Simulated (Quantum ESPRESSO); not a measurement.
# Energy and gap at +3 % biaxial strain: In2STe, 1 layer

**Set-up.** Quantum ESPRESSO 7.5 driven by ASE, PBE, GBRV ultrasoft, ESM (bc1); atomic heights clamped; cell area 15.024 Å² at zero strain.

```tsv
strain (%)	energy (meV a cell)	gap on the mesh (eV)
−3	78.44	0.845
−1.5	16.95	0.872
0	0.00	0.893
+1.5	21.88	0.908
```

To predict: What are energy and gap at +3 %, and how stiff is the sheet?

**Fit.** About zero, E'' = (16.95 + 21.88 − 2 × 0.00)/1.5² = 17.26 meV per %² and E' = (21.88 − 16.95)/3 = 1.64 meV per %. With E = A K ε², where K = (C11 + C22)/2 + C12 (C11 + C12 for a hexagonal sheet), K = 17.26 × 10/(2 × 15.024) × 16.02 = 92 N/m. The parabola gives E(+3 %) = 0.00 + 3 × (1.64) + 4.5 × 17.26 = 82.6 meV. Continuing the last slope, the gap is 2 × 0.908 − 0.893 = 0.923 eV.

**Check.** E = 78.0 meV and the gap 0.917 eV. The parabola misses by +4.5 meV, too high, since bonds soften under tension. The gap's line misses by +0.006 eV.

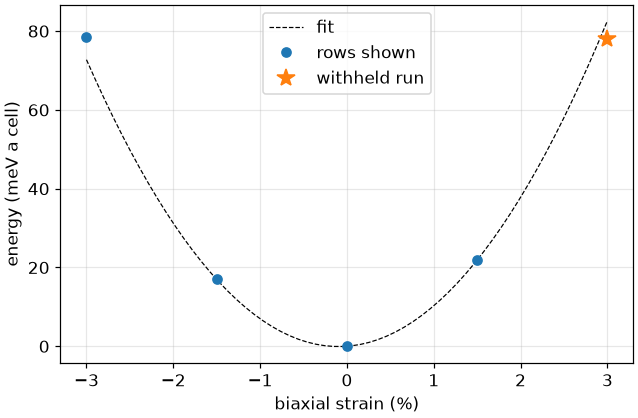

The rows shown, the fit and the withheld run.

Caveats: Clamped heights stiffen sheets with several planes. Semilocal gap, no spin-orbit coupling.

[Logs are printed without paths, hosts, clocks, repeated set-up lines and the standing remarks that a program may print on its own settings, such as how far it seeks lower states.]
